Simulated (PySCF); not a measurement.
SMILES CN(C)[Si](C)(C)[SiH3] (C4H15NSi2) at its GFN2-xTB optimised geometry (Å):

```
22

C     -2.4549    -1.1409     1.9673
N     -1.1139    -1.3128     1.4652
C     -0.5222    -2.5374     1.9410
Si    -0.5645    -0.5600     0.0000
C     -1.2511    -1.4147    -1.5810
C     -1.2655     1.2158     0.0000
Si     1.7519    -0.5600     0.0000
H     -2.8603    -0.1956     1.6221
H     -3.1199    -1.9493     1.6376
H     -2.4437    -1.1387     3.0615
H     -1.0822    -3.4190     1.6020
H      0.5015    -2.6207     1.5835
H     -0.5122    -2.5452     3.0353
H     -2.3390    -1.4281    -1.5908
H     -0.9246    -0.9085    -2.4852
H     -0.9139    -2.4466    -1.6483
H     -2.3223     1.2473    -0.2487
H     -0.7458     1.8185    -0.7387
H     -1.1350     1.6977     0.9640
H      2.2834     0.4813    -0.8842
H      2.3223    -1.8185    -0.4986
H      2.3831    -0.3393     1.3052
```

Computed with CAM-B3LYP/def2-SVP in PySCF.

Map of the Laplacian of the electron density (e/bohr⁵), clipped to [-1.50, 1.50] on the plane z = 1.0 Å:

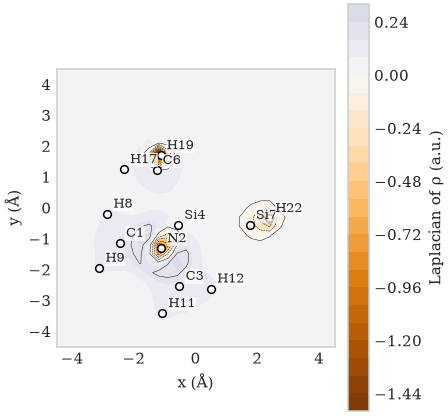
Fig. 1. Laplacian of the electron density (e/bohr⁵), clipped to [-1.50, 1.50] on the plane z = 1.0 Å.
